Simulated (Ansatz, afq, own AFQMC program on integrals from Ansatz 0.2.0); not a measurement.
# CH₃Ge (doublet): AFQMC on the coupled-cluster ladder at distance Ge1–C2 = 1.885 Å, cc-pVDZ, part 1 of 2

How near does AFQMC come to the top of the ladder for CH₃Ge (doublet)?

Method: cc-pVDZ, frozen cores; program: Ansatz 0.2.0, Gaussian basis, and an in-house AFQMC program (afq) on its integrals; all values are calculated.

The runs, in order: PBE (unrestricted); r2SCAN (unrestricted); PBE0 (unrestricted); B3LYP (unrestricted); wB97M-V (unrestricted); B2PLYP (unrestricted); CCSD(T) on UHF; Phaseless AFQMC, CISD trial on UHF; Phaseless AFQMC, single-determinant trial on UHF; Free-projection AFQMC, CISD trial on UHF; CCSD(T) on ROHF; Phaseless AFQMC, CISD trial on ROHF; Phaseless AFQMC, single-determinant trial on ROHF; Free-projection AFQMC, CISD trial on ROHF.

### 1 The system

The geometry derives from a PBE0/def2-TZVP stationary point (not a proven minimum). One bond is set to the value named and the two fragments are kept rigid. No spin-orbit coupling is included. The filled d shell of Ge may be among the frozen orbitals whatever the setting's name suggests; the logs give the count.

5 atoms, charge 0, spin multiplicity 2.

Atoms are counted from 1 here; the program's logs count them from 0.

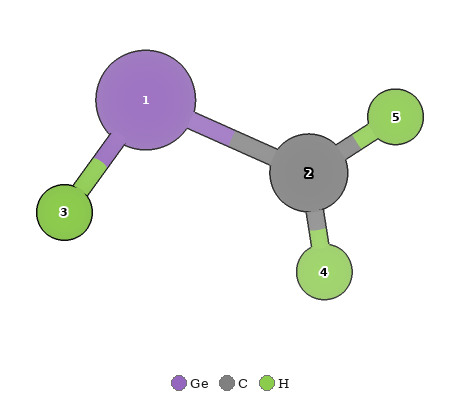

The geometry (germanium purple, carbon grey, hydrogen green); atoms are numbered from 1 in the order of the file.

Geometry (Å):

```xyz
5
CH3Ge
Ge   -0.0108    0.0322    0.3104
C     0.0505   -0.0625   -1.5712
H     0.3508   -1.4726    0.6524
H    -0.4009   -0.9037   -2.0971
H     0.2255    0.8044   -2.2040
```

### 2 PBE (unrestricted)

Input file in.yaml:

```yaml
crystal:
  periodic: [false, false, false]
  atoms:
    - {symbol: Ge, position_ang: [-0.010779, 0.032151, 0.310414]}
    - {symbol: C, position_ang: [0.050474, -0.062529, -1.571171]}
    - {symbol: H, position_ang: [0.350811, -1.472587, 0.652420]}
    - {symbol: H, position_ang: [-0.400886, -0.903724, -2.097076]}
    - {symbol: H, position_ang: [0.225451, 0.804390, -2.203997]}
basis:
  gaussian: {orbitals: cc-pVDZ}
magnetization: {spin_polarized: true, initial_magnetization: 1}
hamiltonian: {xc: {name: PBE}}
output: {orbitals: {seedname: orbitals}}
```

Run with:

```console
ansatz run in.yaml --threads 1 --pin off --events-out ev --progress --plain --max-ram 1382MiB
```

Log:

```text
Functional definition: PBE
  name "PBE"
  cite "Perdew, Burke & Ernzerhof, Phys. Rev. Lett. 77, 3865 (1996) doi:10.1103/PhysRevLett.77.3865"
  parent pbe
  parameter kappa = 0.804
  parameter beta = 0.06672455060314922
  exchange = pbe_x(kappa = kappa, mu = beta*pi^2/3)
  correlation = pbe_c(beta = beta)
729 factors; their error is unknown
mean field evaluation 1: about -57576.9930 eV, gradient 4.7e1 eV
mean field evaluation 2: about -57504.9581 eV, gradient 8.9e1 eV
mean field evaluation 4: about -57587.9101 eV, gradient 1.6e1 eV
mean field evaluation 8: about -57590.3711 eV, gradient 1.6e-1 eV
mean field evaluation 16: about -57590.3595 eV, gradient 1.3e-3 eV
mean field -57590.35952423 eV, -2116.4066763677 hartree, gradient 8.2e-5 eV, S^2 0.776154; 3 other end points of the search recorded, 0 dependent functions left out
reference -57590.35955210 eV, -2116.4066773921 hartree; 21, 20 occupied and 35, 36 virtual orbitals, 729 factors
Total energy: -57590.35955210 eV, -2116.4066773921 hartree
```

It took 3.3 s on 1 thread of Intel Xeon Platinum 8259CL at 2.50GHz (Skylake/Cascade Lake), shared host.

From the report: ⟨S²⟩ of the determinant 0.776 (pure doublet: 0.75).

### 3 r2SCAN (unrestricted)

Edit in.yaml of step 2 so:

```diff
@@ -11,3 +11,2 @@
 magnetization: {spin_polarized: true, initial_magnetization: 1}
-hamiltonian: {xc: {name: PBE}}
-output: {orbitals: {seedname: orbitals}}
+hamiltonian: {xc: {name: r2SCAN}}
```

Same command.

Log:

```text
Functional definition: r2SCAN
  name "r2SCAN"
  cite "Furness, Kaplan, Ning, Perdew & Sun, J. Phys. Chem. Lett. 11, 8208 (2020) doi:10.1021/acs.jpclett.0c02405"
  cite "Furness, Kaplan, Ning, Perdew & Sun, J. Phys. Chem. Lett. 11, 9248 (2020) doi:10.1021/acs.jpclett.0c03077"
  parent r2scan
  parameter k0 = 0.174
  parameter k1 = 0.065
  parameter a1 = 4.9479
  exchange = r2scan_x(k0 = k0, k1 = k1, a1 = a1)
  correlation = r2scan_c
729 factors; their error is unknown
mean field evaluation 1: about -57588.6106 eV, gradient 4.2e1 eV
mean field evaluation 2: about -57533.6736 eV, gradient 7.9e1 eV
mean field evaluation 4: about -57598.2630 eV, gradient 1.2e1 eV
mean field evaluation 8: about -57599.5292 eV, gradient 2.5e-1 eV
mean field evaluation 16: about -57599.5212 eV, gradient 1.8e-3 eV
mean field -57599.52118224 eV, -2116.7433610897 hartree, gradient 3.5e-5 eV, S^2 0.845531; 1 other end points of the search recorded, 0 dependent functions left out
reference -57599.52119146 eV, -2116.7433614283 hartree; 21, 20 occupied and 35, 36 virtual orbitals, 729 factors
Total energy: -57599.52119146 eV, -2116.7433614283 hartree
```

Run time: 7 s. Hardware: 1 thread of Intel Xeon Platinum 8259CL at 2.50GHz (Skylake/Cascade Lake), shared host.

From the report: ⟨S²⟩ of the determinant 0.846 (pure doublet: 0.75).

### 4 PBE0 (unrestricted)

Edit in.yaml of step 3 so:

```diff
@@ -11,2 +11,3 @@
 magnetization: {spin_polarized: true, initial_magnetization: 1}
-hamiltonian: {xc: {name: r2SCAN}}
+hamiltonian: {xc: {name: PBE0}}
+output: {orbitals: {seedname: orbitals}}
```

Launched as before.

Log:

```text
Functional definition: PBE0
  name "PBE0"
  cite "Adamo & Barone, J. Chem. Phys. 110, 6158 (1999) doi:10.1063/1.478522"
  cite "Perdew, Burke & Ernzerhof, Phys. Rev. Lett. 77, 3865 (1996) doi:10.1103/PhysRevLett.77.3865"
  parent pbe
  parameter a = 0.25
  parameter kappa = 0.804
  parameter beta = 0.06672455060314922
  exchange = (1 - a)*pbe_x(kappa = kappa, mu = beta*pi^2/3) + a*exact_x
  correlation = pbe_c(beta = beta)
589 factors; integrals over basis functions are off by at most 1.1e-3 eV
mean field evaluation 1: about -57583.2684 eV, gradient 3.7e1 eV
mean field evaluation 2: about -57554.1470 eV, gradient 6.7e1 eV
mean field evaluation 4: about -57591.5991 eV, gradient 5.2e0 eV
mean field evaluation 8: about -57591.9578 eV, gradient 4.9e-1 eV
mean field evaluation 16: about -57591.9796 eV, gradient 1.7e-3 eV
mean field -57591.97964351 eV, -2116.4662146529 hartree, gradient 5.9e-5 eV, S^2 0.829266; 2 other end points of the search recorded, 0 dependent functions left out
reference -57591.97966505 eV, -2116.4662154446 hartree; 21, 20 occupied and 35, 36 virtual orbitals, 589 factors
Total energy: -57591.97966505 eV, -2116.4662154446 hartree
```

Wall time 6 s (1 thread of Intel Xeon Platinum 8259CL at 2.50GHz (Skylake/Cascade Lake), shared host).

From the report: ⟨S²⟩ of the determinant 0.829 (pure doublet: 0.75).

### 5 B3LYP (unrestricted)

Edit in.yaml of step 4 so:

```diff
@@ -11,3 +11,2 @@
 magnetization: {spin_polarized: true, initial_magnetization: 1}
-hamiltonian: {xc: {name: PBE0}}
-output: {orbitals: {seedname: orbitals}}
+hamiltonian: {xc: {name: B3LYP}}
```

Same command.

Log (excerpt; [...] marks lines left out):

```text
Functional definition: B3LYP
  name "B3LYP"
  cite "Stephens, Devlin, Chabalowski & Frisch, J. Phys. Chem. 98, 11623 (1994) doi:10.1021/j100096a001"
  cite "Becke, Phys. Rev. A 38, 3098 (1988) doi:10.1103/PhysRevA.38.3098"
  cite "Lee, Yang & Parr, Phys. Rev. B 37, 785 (1988) doi:10.1103/PhysRevB.37.785"
  cite "Vosko, Wilk & Nusair, Can. J. Phys. 58, 1200 (1980) doi:10.1139/p80-159"
[...]
589 factors; integrals over basis functions are off by at most 1.1e-3 eV
[...]
mean field -57601.90064844 eV, -2116.8308048596 hartree, gradient 4.7e-5 eV, S^2 0.799147; 2 other end points of the search recorded, 0 dependent functions left out
reference -57601.90084204 eV, -2116.8308119744 hartree; 21, 20 occupied and 35, 36 virtual orbitals, 589 factors
Total energy: -57601.90084204 eV, -2116.8308119744 hartree
```

Run time: 4.8 s. Hardware: 1 thread of Intel Xeon Platinum 8259CL at 2.50GHz (Skylake/Cascade Lake), shared host.

From the report: ⟨S²⟩ of the determinant 0.799 (pure doublet: 0.75).

### 6 wB97M-V (unrestricted)

Edit in.yaml of step 5 so:

```diff
@@ -11,2 +11,3 @@
 magnetization: {spin_polarized: true, initial_magnetization: 1}
-hamiltonian: {xc: {name: B3LYP}}
+hamiltonian: {xc: {name: wB97M-V}}
+output: {orbitals: {seedname: orbitals}}
```

Same command.

Log (excerpt; [...] marks lines left out):

```text
Functional definition: wB97M-V
  name "wB97M-V"
  cite "Mardirossian & Head-Gordon, J. Chem. Phys. 144, 214110 (2016) doi:10.1063/1.4952647"
  cite "Becke, J. Chem. Phys. 107, 8554 (1997) doi:10.1063/1.475007"
  cite "Vydrov & Van Voorhis, J. Chem. Phys. 133, 244103 (2010) doi:10.1063/1.3521275"
  # Of w^i u^j: cxij and so on, Table III.
[...]
  gx(w, u) = 1 - cx + cx01*u + cx10*w
  gss(w, u) = css00 + css04*u^4 + css10*w + css20*w^2 + css43*w^4*u^3
  gos(w, u) = cos00 + cos10*w + (cos20 + cos21*u)*w^2 + (cos60 + cos61*u)*w^6
[...]
      + integral(e_c_pw_mod_opposite_spin*gos(b97_w_opposite, b97_u_opposite)) + vv10(b, c)
589 factors; integrals over basis functions are off by at most 1.1e-3 eV
181 factors; integrals over basis functions are off by at most 5.7e-6 eV
[...]
mean field -57596.54593724 eV, -2116.6340228524 hartree, gradient 4.1e-5 eV, S^2 0.817625; 2 other end points of the search recorded, 0 dependent functions left out
reference -57596.54596960 eV, -2116.6340240417 hartree; 21, 20 occupied and 35, 36 virtual orbitals, 589 factors
Total energy: -57596.54596960 eV, -2116.6340240417 hartree
```

It took 17 s on 1 thread of Intel Xeon Platinum 8259CL at 2.50GHz (Skylake/Cascade Lake), shared host.

From the report: ⟨S²⟩ of the determinant 0.818 (pure doublet: 0.75).

### 7 B2PLYP (unrestricted)

Edit in.yaml of step 6 so:

```diff
@@ -11,3 +11,3 @@
 magnetization: {spin_polarized: true, initial_magnetization: 1}
-hamiltonian: {xc: {name: wB97M-V}}
-output: {orbitals: {seedname: orbitals}}
+hamiltonian: {xc: {name: B2PLYP}}
+correlation: {electrons: outside_noble_gas}
```

Same command.

Log (excerpt; [...] marks lines left out):

```text
Functional definition: B2PLYP
  name "B2PLYP"
  cite "Grimme, J. Chem. Phys. 124, 034108 (2006) doi:10.1063/1.2148954"
  cite "Becke, Phys. Rev. A 38, 3098 (1988) doi:10.1103/PhysRevA.38.3098"
  cite "Lee, Yang & Parr, Phys. Rev. B 37, 785 (1988) doi:10.1103/PhysRevB.37.785"
[...]
589 factors; integrals over basis functions are off by at most 1.1e-3 eV
[...]
mean field -57585.92915368 eV, -2116.2438632531 hartree, gradient 7.5e-6 eV, S^2 0.877141; 3 other end points of the search recorded, 0 dependent functions left out
15 core orbitals not correlated: weight in the atoms' cores, before any rotation towards them, 0.998 or more for the frozen orbitals, at most 0.001 for the correlated occupied ones
reference -57585.92927911 eV, -2116.2438678626 hartree; 6, 5 occupied and 35, 36 virtual orbitals, 589 factors
second order -6.69647481 eV of doubles, -0.00000000 eV of singles
Total energy: -57587.73732731 eV, -2116.3103124084 hartree
```

It took 6.5 s on 1 thread of Intel Xeon Platinum 8259CL at 2.50GHz (Skylake/Cascade Lake), shared host.

From the report: ⟨S²⟩ of the determinant 0.877 (pure doublet: 0.75).

### 8 CCSD(T) on UHF

Edit in.yaml of step 7 so:

```diff
@@ -11,3 +11,2 @@
 magnetization: {spin_polarized: true, initial_magnetization: 1}
-hamiltonian: {xc: {name: B2PLYP}}
-correlation: {electrons: outside_noble_gas}
+correlation: {method: ccsd_t, electrons: outside_noble_gas, hamiltonian_folder: ham}
```

Same command.

Log (excerpt; [...] marks lines left out):

```text
Functional definition: HF
  name "HF"
  cite "Fock, Z. Phys. 61, 126 (1930) doi:10.1007/BF01340294"
  parent pbe
[...]
589 factors; integrals over basis functions are off by at most 1.1e-3 eV
[...]
mean field -57548.53621638 eV, -2114.8696981531 hartree, gradient 1.7e-6 eV, S^2 1.061118; 5 other end points of the search recorded, 0 dependent functions left out
determinant -57548.53621638 eV, -2114.8696981531 hartree, with singles and doubles -57554.78349234 eV, -2115.0992813101 hartree
determinant -57547.94229348 eV, -2114.8478718891 hartree, with singles and doubles -57554.35976693 eV, -2115.0837096884 hartree
determinant -57547.62376703 eV, -2114.8361662579 hartree, with singles and doubles -57554.62254133 eV, -2115.0933664696 hartree
determinant -57547.18562808 eV, -2114.8200649484 hartree, with singles and doubles -57553.42175691 eV, -2115.0492384560 hartree
determinant -57546.39698412 eV, -2114.7910828175 hartree, with singles and doubles -57552.42875900 eV, -2115.0127464559 hartree
determinant -57548.53621638 eV, -2114.8696981531 hartree, with singles and doubles -57554.79805134 eV, -2115.0998163433 hartree
determinant -57547.94229348 eV, -2114.8478718891 hartree, with singles and doubles -57554.47542548 eV, -2115.0879600617 hartree
determinant -57547.62376703 eV, -2114.8361662579 hartree, with singles and doubles -57554.68074209 eV, -2115.0955053080 hartree
15 core orbitals not correlated: weight in the atoms' cores, before any rotation towards them, 0.999 or more for the frozen orbitals, at most 0.001 for the correlated occupied ones
reference -57548.53621638 eV, -2114.8696981531 hartree; 6, 5 occupied and 35, 36 virtual orbitals, 589 factors
second order -5.13917375 eV of doubles, -0.00000000 eV of singles
cycle   1  -6.26183531 eV  change   -3.6e-7 eV  update   3.0e-6
perturbative correction -0.19991628 eV, -0.0073467878 hartree
Total energy: -57554.99796797 eV, -2115.1071631443 hartree
```

Run time: 23 s. Hardware: 1 thread of Intel Xeon Platinum 8259CL at 2.50GHz (Skylake/Cascade Lake), shared host.

From the report: ⟨S²⟩ of the determinant 1.061 (pure doublet: 0.75); correlation -6.4618 eV; T1 0.049; largest double amplitude 0.12.

This run also writes the integrals to the folder ham.

### 9 Phaseless AFQMC, CISD trial on UHF

It reads the integrals that the CCSD(T) run on this determinant wrote.

Run with:

```console
afq ham --method phaseless --trial cisd --walkers 60 --populations 1 --least-time 40 --time-step 0.005 --steps-per-block 50 --equilibration-blocks 28 --max-blocks 300 --target-error 0.0004 --factor-cut 1e-05 --start spin_pure --seed 6758 --release-times 0.24,0.51,0.99,1.62,2.4 --release-step 0.03 --release-every 4 --taylor-order 6
```

Log:

```text
orbitals 41  electrons 6 5  factors 338 of 589
reference energy -2114.86969815 Eh
CCSD correlation -0.23011787 Eh in 17 cycles, weight of the determinant in the CISD state 0.8250
energy of the start -2115.084939 Eh
 block  time / (1/Eh)  mean weight  energy / Eh
     1     0.250  0.9984  -2115.089025
     2     0.500  0.9999  -2115.093557
     3     0.750  0.9981  -2115.098997
     4     1.000  1.0012  -2115.100640
     5     1.250  0.9998  -2115.102272
     6     1.500  1.0006  -2115.099458
     7     1.750  1.0005  -2115.101021
     8     2.000  0.9982  -2115.101636
     9     2.250  1.0015  -2115.104125
    10     2.500  1.0013  -2115.108133
    17     4.250  0.9966  -2115.114379
    25     6.250  1.0020  -2115.108161
    33     8.250  1.0018  -2115.101378
    41    10.250  1.0013  -2115.112334
    49    12.250  0.9991  -2115.111873
    57    14.250  0.9998  -2115.114351
    65    16.250  1.0032  -2115.108814
    73    18.250  1.0020  -2115.104382
    81    20.250  1.0013  -2115.111129
    89    22.250  0.9994  -2115.113039
    97    24.250  1.0007  -2115.104458
   105    26.250  1.0003  -2115.109204
   113    28.250  1.0033  -2115.116102
   121    30.250  0.9967  -2115.110591
   129    32.250  1.0004  -2115.101892
   137    34.250  0.9990  -2115.110553
   145    36.250  0.9994  -2115.107946
   153    38.250  0.9992  -2115.103444
   161    40.250  0.9999  -2115.116229
   169    42.250  0.9997  -2115.107389
   177    44.250  1.0003  -2115.104854
   185    46.250  0.9985  -2115.105651
   193    48.250  0.9969  -2115.115554
   201    50.250  1.0028  -2115.103720
   209    52.250  0.9991  -2115.107483
   217    54.250  0.9984  -2115.118430
   225    56.250  1.0001  -2115.111089
   233    58.250  0.9992  -2115.111313
   241    60.250  1.0005  -2115.103429
   249    62.250  1.0001  -2115.114503
   257    64.250  1.0015  -2115.112197
   265    66.250  1.0010  -2115.110396
   273    68.250  1.0030  -2115.105478
   281    70.250  1.0003  -2115.105717
   289    72.250  1.0003  -2115.108399
   297    74.250  1.0025  -2115.107082
   305    76.250  0.9997  -2115.110980
   313    78.250  1.0010  -2115.101684
   321    80.250  1.0003  -2115.108451
blocks merged  error / Eh  count
     1  0.000265  300
     2  0.000335  150
     4  0.000395  75
     8  0.000419  37
    16  0.000484  18
    32  0.000583  9
released: time / (1/Eh)  energy / Eh  error  mean overlap
  0.24  -2115.109151  0.000579  1.0001
  0.51  -2115.108602  0.000447  1.0106
  0.99  -2115.109000  0.000535  1.0141
  1.62  -2115.110473  0.000556  1.0030
  2.40  -2115.110590  0.000613  0.9820
energy -2115.108506 +/- 0.000484 Eh
```

Run time: 20 min. Hardware: 1 thread of Intel Xeon Platinum 8259CL at 2.50GHz (Skylake/Cascade Lake), shared host.

Energy -57555.0345 ± 0.0132 eV. Caveats: constraint bias not in the error. The error still grows with block length (0.0114 to 0.0159 eV), so the bar may be too small.

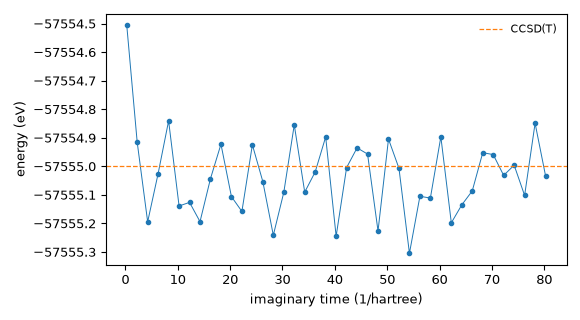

Block energies along the walk.

### 10 Phaseless AFQMC, single-determinant trial on UHF

It reads the integrals that the CCSD(T) run on this determinant wrote.

Run with:

```console
afq ham --method phaseless --trial hf --walkers 120 --populations 1 --least-time 40 --time-step 0.005 --steps-per-block 20 --equilibration-blocks 112 --max-blocks 600 --target-error 0.0012000000000000001 --factor-cut 1e-05 --start spin_pure --seed 3609 --taylor-order 6
```

Log:

```text
orbitals 41  electrons 6 5  factors 338 of 589
reference energy -2114.86969815 Eh
CCSD correlation -0.23011787 Eh in 17 cycles, weight of the determinant in the CISD state 0.8250
energy of the start -2114.873336 Eh
 block  time / (1/Eh)  mean weight  energy / Eh
     1     0.100  1.0001  -2114.918735
     2     0.200  1.0007  -2114.956341
     3     0.300  1.0005  -2114.987961
     4     0.400  1.0031  -2115.008198
     5     0.500  1.0008  -2115.025608
     6     0.600  1.0017  -2115.032020
     7     0.700  1.0000  -2115.052584
     8     0.800  1.0018  -2115.055233
     9     0.900  1.0008  -2115.071486
    10     1.000  1.0000  -2115.061001
    18     1.800  1.0010  -2115.111228
    35     3.500  1.0019  -2115.098342
    52     5.200  1.0006  -2115.096236
    69     6.900  0.9985  -2115.092331
    86     8.600  1.0004  -2115.123617
   103    10.300  1.0000  -2115.105505
   120    12.000  1.0002  -2115.122059
   137    13.700  1.0009  -2115.158910
   154    15.400  1.0014  -2115.102019
   171    17.100  0.9990  -2115.104774
   188    18.800  0.9997  -2115.137938
   205    20.500  1.0014  -2115.119899
   222    22.200  0.9985  -2115.109312
   239    23.900  0.9998  -2115.102162
   256    25.600  0.9999  -2115.106059
   273    27.300  0.9997  -2115.104991
   290    29.000  1.0001  -2115.117992
   307    30.700  1.0005  -2115.099748
   324    32.400  1.0001  -2115.127346
   341    34.100  1.0014  -2115.099755
   358    35.800  0.9981  -2115.116029
   375    37.500  1.0023  -2115.131002
   392    39.200  0.9987  -2115.123288
   409    40.900  0.9991  -2115.112026
   426    42.600  0.9986  -2115.095669
   443    44.300  0.9997  -2115.107589
   460    46.000  0.9980  -2115.102116
   477    47.700  1.0004  -2115.105405
   494    49.400  0.9995  -2115.103983
   511    51.100  0.9993  -2115.128515
   528    52.800  1.0005  -2115.111541
   545    54.500  0.9981  -2115.112344
   562    56.200  1.0002  -2115.133104
   579    57.900  1.0023  -2115.094834
   596    59.600  1.0007  -2115.088027
   613    61.300  0.9993  -2115.109912
   630    63.000  1.0005  -2115.122763
   647    64.700  0.9994  -2115.099447
   664    66.400  1.0005  -2115.135006
   681    68.100  1.0023  -2115.132985
   698    69.800  1.0009  -2115.109159
blocks merged  error / Eh  count
     1  0.000778  600
     2  0.001050  300
     4  0.001390  150
     8  0.001819  75
    16  0.002209  37
    32  0.002021  18
    64  0.001826  9
energy -2115.116260 +/- 0.002209 Eh
```

Wall time 11 min (1 thread of Intel Xeon Platinum 8259CL at 2.50GHz (Skylake/Cascade Lake), shared host).

Energy -57555.2455 ± 0.0601 eV. Caveats: constraint bias not in the error; error above the target.

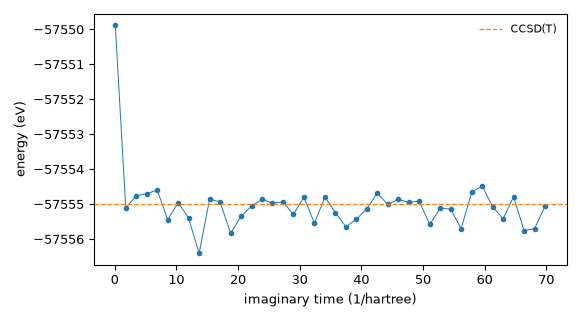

Block energies along the walk.

### 11 Free-projection AFQMC, CISD trial on UHF

It reads the integrals that the CCSD(T) run on this determinant wrote.

Run with:

```console
afq ham --method free --trial cisd --walkers 60 --time-step 0.03 --max-blocks 80 --target-error 0.0004 --factor-cut 1e-05 --seed 8270 --times 0,0.21,0.42,0.81,1.2,1.8,2.4,3 --taylor-order 8
```

Log:

```text
orbitals 41  electrons 6 5  factors 338 of 589
reference energy -2114.86969815 Eh
CCSD correlation -0.23011787 Eh in 17 cycles, weight of the determinant in the CISD state 0.8250
repeat  energy at the last time / Eh  error
    10  -2115.111500  0.001889
    20  -2115.111007  0.001210
    30  -2115.110217  0.000901
    40  -2115.109908  0.000947
    50  -2115.109887  0.000873
    60  -2115.109877  0.000743
    70  -2115.110092  0.000685
    80  -2115.109323  0.000708
time / (1/Eh)  energy / Eh  error  mean overlap
  0.00  -2115.099983  0.000233  1.2136
  0.21  -2115.103376  0.000287  1.2197
  0.42  -2115.105811  0.000312  1.2145
  0.81  -2115.107514  0.000349  1.2213
  1.20  -2115.108603  0.000457  1.2187
  1.80  -2115.109311  0.000476  1.2169
  2.40  -2115.109419  0.000480  1.2008
  3.00  -2115.109323  0.000708  1.1816
energy -2115.109323 +/- 0.000708 Eh
```

Run time: 11 min. Hardware: 1 thread of Intel Xeon Platinum 8259CL at 2.50GHz (Skylake/Cascade Lake), shared host.

Energy -57555.0567 ± 0.0193 eV. Caveats: remainder of the start not in the error; start is not spin pure; error above the target.

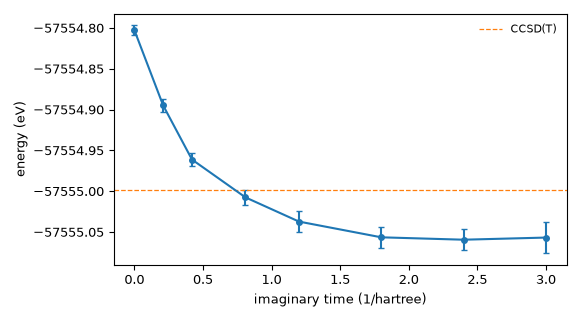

Energy against projection time, with error bars.

(Continued in part 2 of 2.)
